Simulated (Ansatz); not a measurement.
**The atomisation energy (no zero-point term) down a group: C to Ge**

One atom is swapped for its congeners: C3H8Se `CC[Se]C`; C2H8SeSi `C[SiH2][Se]C`; C2H8GeSe `[CH3][GeH2][Se]C`. All are singlets with charge 0.

Shapes, held fixed at every level: PBE0-D4/def2-TZVP. Flexible molecules stand in one conformer, not always the lowest. Programs: Ansatz 0.2.0. Values in eV.

```csv
level,C3H8Se,C2H8SeSi,C2H8GeSe
HF/def2-SVP,34.19,32.28,30.94
B3LYP-D4/def2-TZVPP,45.41,42.80,41.38
PBE0-D4/def2-TZVPP,45.59,42.78,41.43
wB97M-V/def2-TZVPP,45.38,42.81,41.33
wB97X-V/def2-TZVPP,45.43,42.95,41.60
CCSD/def2-TZVPP,43.90,41.40,40.26
CCSD(T)/def2-TZVPP,44.46,41.88,40.77
```

At CCSD(T)/def2-TZVPP the atomisation energy falls at every step, from 44.46 to 40.77 eV. Every level shows the same order. Relativity is left out for Ge, Se unless named. Correlated rows may include outer-core shells of Ge, Se, which these sets cover unevenly. Spin-orbit coupling, which grows down the group, is left out (summed over each molecule's free atoms 0.13, 0.14, 0.24 eV).

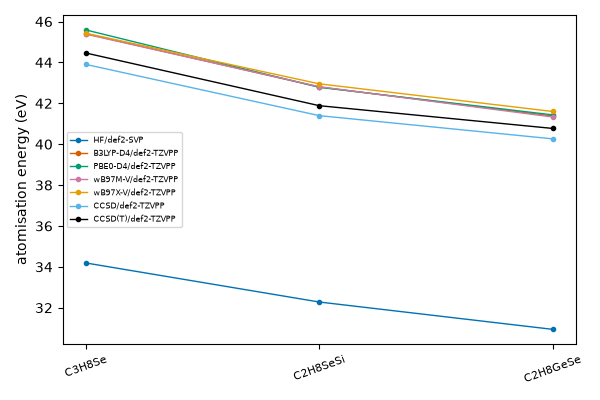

The trend along the series, level by level.
